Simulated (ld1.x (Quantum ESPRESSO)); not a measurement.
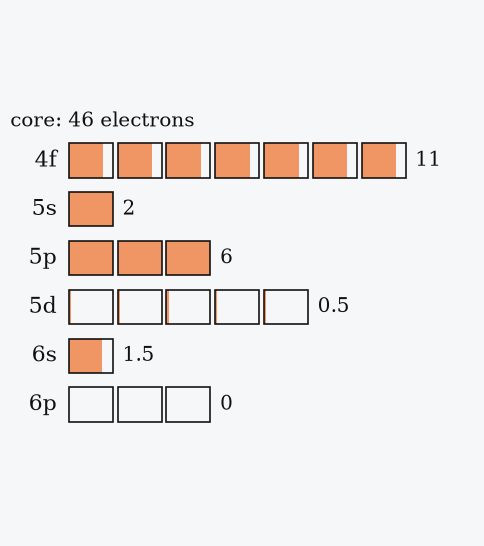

The valence shells of the reference configuration: a box for each of the 2l + 1 orbitals, shaded by the share of the shell that is filled, with the electron count at the right.

Run report: Ho, pseudopotential generation

System: holmium (Ho, Z = 67), core [Kr] 4d10, reference valence 4f11 5s2 5p6 5d0.5 6s1.5 6p0, valence charge 21.
Method: RRKJ potential, LDA (PZ), scalar-relativistic, made with ld1.x (Quantum ESPRESSO) 7.5.

## The input
```
 &input
   title='Ho', zed=67., rel=1, dft='PZ', iswitch=3,
   config='[Xe] 4f11 5d0.5 6s1.5 6p0',
   nld=4, rlderiv=4.30, eminld=-6.0, emaxld=5.0, deld=0.02
 /
 &inputp
   pseudotype=2, tm=.false., rho0=0.02, lloc=1,
   nlcc=.true., new_core_ps=.true., rcore=0.55,
   file_pseudopw='Ho.UPF', file_wfcaegen='ae.wfc', file_wfcncgen='nc.wfc', file_beta='beta', file_chi='chi'
 /
4
5S  1  0   2.00   0.00  1.45  1.45  0.0
5D  3  2   0.50   0.00  3.95  3.95  0.0
4F  4  3  11.00   0.00  0.80  0.80  0.0
5P  2  1   6.00   0.00  2.35  2.35  0.0
 &test
   configts(1)='4f11 5s2 5p6 5d0.5 6s1.5 6p0'
 /
```

Hardware: 1 CPU thread, shared host.

Command:
```bash
ld1.x < Ho.in > Ho.out
```

## The program's output
```
     Program LD1 v.7.5
     --------------------------- All-electron run ----------------------------

     Ho
     scalar relativistic calculation

     atomic number is 67.00
     dft =PZ   lsd =0 sic =0 latt =0  beta=0.20 tr2=1.0E-14
     Exchange-correlation= PZ
                           (   1   1   0   0   0   0   0)
     mesh =1265 r(mesh) =  99.01857 a.u. xmin = -7.00 dx = 0.01250
     1 Ry =  13.60569312 eV, c = 137.03599908

     n l     nl                  e(Ry)          e(Ha)          e(eV)
     1 0     1S 1( 2.00)     -4075.5041     -2037.7521    -55450.0585
     2 0     2S 1( 2.00)      -681.7493      -340.8747     -9275.6719
     2 1     2P 1( 6.00)      -604.2019      -302.1010     -8220.5859
     3 0     3S 1( 2.00)      -152.2034       -76.1017     -2070.8331
     3 1     3P 1( 6.00)      -128.5089       -64.2544     -1748.4523
     4 0     4S 1( 2.00)       -29.9977       -14.9988      -408.1390
     4 1     4P 1( 6.00)       -22.1958       -11.0979      -301.9894
     3 2     3D 1(10.00)       -98.3895       -49.1948     -1338.6577
     5 0     5S 1( 2.00)        -3.6806        -1.8403       -50.0771
     5 1     5P 1( 6.00)        -1.8801        -0.9400       -25.5797
     4 2     4D 1(10.00)       -11.6579        -5.8289      -158.6134
     4 3     4F 1(11.00)        -0.2170        -0.1085        -2.9526
     5 2     5D 1( 0.50)        -0.0760        -0.0380        -1.0343
     6 0     6S 1( 1.50)        -0.2822        -0.1411        -3.8402
     6 1     6P 1( 0.00)        -0.0872        -0.0436        -1.1858

     final scf error:  1.9E-15 reached in  23 iterations

     Etot =  -25216.442739 Ry,  -12608.221369 Ha, -343087.181556 eV

     Ekin =   27267.667300 Ry,   13633.833650 Ha,  370995.513459 eV
     Encl =  -61817.385704 Ry,  -30908.692852 Ha, -841068.379554 eV
     Eh   =    9857.635978 Ry,    4928.817989 Ha,  134119.970040 eV
     Exc  =    -524.360313 Ry,    -262.180156 Ha,   -7134.285500 eV

     normalization and overlap integrals

     s(1S/1S) =  1.000000  <r> =   0.0208  <r2> =    0.0006  r(max) =   0.0132
     s(2S/2S) =  1.000000  <r> =   0.0881  <r2> =    0.0092  r(max) =   0.0749
     s(2P/2P) =  1.000000  <r> =   0.0781  <r2> =    0.0074  r(max) =   0.0605
     s(3S/3S) =  1.000000  <r> =   0.2301  <r2> =    0.0605  r(max) =   0.2113
     s(3P/3P) =  1.000000  <r> =   0.2290  <r2> =    0.0608  r(max) =   0.2086
     s(4S/4S) =  1.000000  <r> =   0.5191  <r2> =    0.3043  r(max) =   0.4821
     s(4P/4P) =  1.000000  <r> =   0.5504  <r2> =    0.3448  r(max) =   0.5068
     s(3D/3D) =  1.000000  <r> =   0.2079  <r2> =    0.0508  r(max) =   0.1687
     s(5S/5S) =  1.000000  <r> =   1.2767  <r2> =    1.8388  r(max) =   1.1278
     s(5P/5P) =  1.000000  <r> =   1.5260  <r2> =    2.6621  r(max) =   1.2941
     s(4D/4D) =  1.000000  <r> =   0.5967  <r2> =    0.4136  r(max) =   0.5196
     s(4F/4F) =  1.000000  <r> =   0.8581  <r2> =    1.0415  r(max) =   0.5196
     s(5D/5D) =  1.000000  <r> =   3.6741  <r2> =   17.7245  r(max) =   2.1604
     s(6S/6S) =  1.000000  <r> =   4.0599  <r2> =   18.8462  r(max) =   3.3882
     s(6P/6P) =  1.000000  <r> =   5.9622  <r2> =   41.2013  r(max) =   4.8686

     ------------------------ End of All-electron run ------------------------

     --------------------- Generating NC pseudopotential ---------------------

      Generating local pot.: lloc=1, matching radius rcloc =   2.3500

      Computing core charge for nlcc:

       r > 0.55 : true rho core
      Core charge pseudized with two Bessel functions
      Integrated core pseudo-charge :  24.60

      Wfc   5S  rcut= 1.448  Estimated cut-off energy=       23.59 Ry
      Using 4 Bessel functions for this wfc, rho(0) = 0.020
      This function has    0 nodes for 0 < r <    1.448

      Wfc   5D  rcut= 3.937  Estimated cut-off energy=       15.01 Ry
      This function has    0 nodes for 0 < r <    3.937

      Wfc   4F  rcut= 0.795  Estimated cut-off energy=      465.81 Ry
      This function has    0 nodes for 0 < r <    0.795

       Warning: n=2, l=0 expected 1 nodes, found 2
       Setting wfc to zero for this iteration
       (This warning will only be printed once per wavefunction)

     ------------------- End of pseudopotential generation -------------------

     --------------------------- All-electron run ----------------------------

     Ho
     scalar relativistic calculation

     atomic number is 67.00
     dft =PZ   lsd =0 sic =0 latt =0  beta=0.20 tr2=1.0E-14
     Exchange-correlation= PZ
                           (   1   1   0   0   0   0   0)
     mesh =1265 r(mesh) =  99.01857 a.u. xmin = -7.00 dx = 0.01250
     1 Ry =  13.60569312 eV, c = 137.03599908

     n l     nl                  e(Ry)          e(Ha)          e(eV)
     1 0     1S 1( 2.00)     -4075.5041     -2037.7521    -55450.0585
     2 0     2S 1( 2.00)      -681.7493      -340.8747     -9275.6719
     2 1     2P 1( 6.00)      -604.2019      -302.1010     -8220.5859
     3 0     3S 1( 2.00)      -152.2034       -76.1017     -2070.8331
     3 1     3P 1( 6.00)      -128.5089       -64.2544     -1748.4523
     4 0     4S 1( 2.00)       -29.9977       -14.9988      -408.1390
     4 1     4P 1( 6.00)       -22.1958       -11.0979      -301.9894
     3 2     3D 1(10.00)       -98.3895       -49.1948     -1338.6577
     5 0     5S 1( 2.00)        -3.6806        -1.8403       -50.0771
     5 1     5P 1( 6.00)        -1.8801        -0.9400       -25.5797
     4 2     4D 1(10.00)       -11.6579        -5.8289      -158.6134
     4 3     4F 1(11.00)        -0.2170        -0.1085        -2.9526
     5 2     5D 1( 0.50)        -0.0760        -0.0380        -1.0343
     6 0     6S 1( 1.50)        -0.2822        -0.1411        -3.8402
     6 1     6P 1( 0.00)        -0.0872        -0.0436        -1.1858

     final scf error:  1.9E-15 reached in  23 iterations

     Etot =  -25216.442739 Ry,  -12608.221369 Ha, -343087.181556 eV

     Ekin =   27267.667300 Ry,   13633.833650 Ha,  370995.513459 eV
     Encl =  -61817.385704 Ry,  -30908.692852 Ha, -841068.379554 eV
     Eh   =    9857.635978 Ry,    4928.817989 Ha,  134119.970040 eV
     Exc  =    -524.360313 Ry,    -262.180156 Ha,   -7134.285500 eV

     normalization and overlap integrals

     s(1S/1S) =  1.000000  <r> =   0.0208  <r2> =    0.0006  r(max) =   0.0132
     s(2S/2S) =  1.000000  <r> =   0.0881  <r2> =    0.0092  r(max) =   0.0749
     s(2P/2P) =  1.000000  <r> =   0.0781  <r2> =    0.0074  r(max) =   0.0605
     s(3S/3S) =  1.000000  <r> =   0.2301  <r2> =    0.0605  r(max) =   0.2113
     s(3P/3P) =  1.000000  <r> =   0.2290  <r2> =    0.0608  r(max) =   0.2086
     s(4S/4S) =  1.000000  <r> =   0.5191  <r2> =    0.3043  r(max) =   0.4821
     s(4P/4P) =  1.000000  <r> =   0.5504  <r2> =    0.3448  r(max) =   0.5068
     s(3D/3D) =  1.000000  <r> =   0.2079  <r2> =    0.0508  r(max) =   0.1687
     s(5S/5S) =  1.000000  <r> =   1.2767  <r2> =    1.8388  r(max) =   1.1278
     s(5P/5P) =  1.000000  <r> =   1.5260  <r2> =    2.6621  r(max) =   1.2941
     s(4D/4D) =  1.000000  <r> =   0.5967  <r2> =    0.4136  r(max) =   0.5196
     s(4F/4F) =  1.000000  <r> =   0.8581  <r2> =    1.0415  r(max) =   0.5196
     s(5D/5D) =  1.000000  <r> =   3.6741  <r2> =   17.7245  r(max) =   2.1604
     s(6S/6S) =  1.000000  <r> =   4.0599  <r2> =   18.8462  r(max) =   3.3882
     s(6P/6P) =  1.000000  <r> =   5.9622  <r2> =   41.2013  r(max) =   4.8686

     ------------------------ End of All-electron run ------------------------

     Computing logarithmic derivative in   4.32355
     Message from routine compute phi:
     negative determinant

      ld=  -0.164866 f2ae  0.083397 faenor  0.551326

       Warning: n=4, l=3 expected 0 nodes, found 1
       Setting wfc to zero for this iteration
       (This warning will only be printed once per wavefunction)

       Warning: n=1, l=0 expected 0 nodes, found 2
       Setting wfc to zero for this iteration
       (This warning will only be printed once per wavefunction)

       Warning: n=2, l=1 expected 0 nodes, found 1
       Setting wfc to zero for this iteration
       (This warning will only be printed once per wavefunction)

       Warning: n=3, l=2 expected 0 nodes, found 1
       Setting wfc to zero for this iteration
       (This warning will only be printed once per wavefunction)

 %%%%%%%%%%%%%%%%%%%%%%%%%%%%%%%%%%%%%%%%%%%%%%%%%%%%%%%%%%%%%%%%%%%%%%%%%%%%%%
     Error in routine run_pseudo (1):
     Errors in PS-KS equation
 %%%%%%%%%%%%%%%%%%%%%%%%%%%%%%%%%%%%%%%%%%%%%%%%%%%%%%%%%%%%%%%%%%%%%%%%%%%%%%

     stopping ...
```

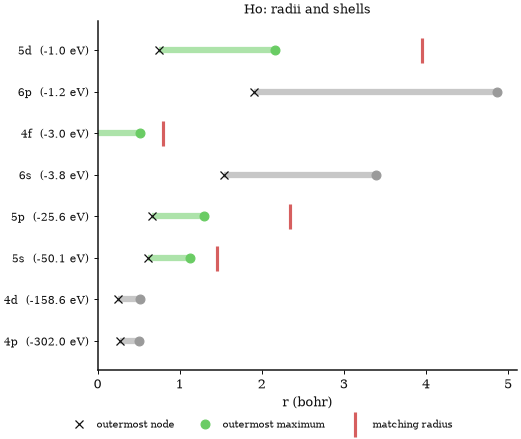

Outer shells of the all-electron reference atom: each bar runs from the outermost node (or the nucleus) to the outermost maximum of u(r); the tick is the radius chosen for the pseudo-wave. Shells without a tick have no pseudo-wave of their own. Levels, nodes and maxima are from ld1.x, scalar-relativistic.

- Radii against the shells: 5s: 1.45 bohr, outside the maximum; 5p: 2.35 bohr, outside the maximum; 4f: 0.80 bohr, outside the maximum; 5d: 3.95 bohr, outside the maximum.

## Outcome

- outcome: ended with an error

## Diagnosis

The generator stopped with the message “run_pseudo: Errors in PS-KS equation”. In words: the pseudo-atom solver did not find the valence states with the expected number of nodes, which is the usual sign of a ghost state.
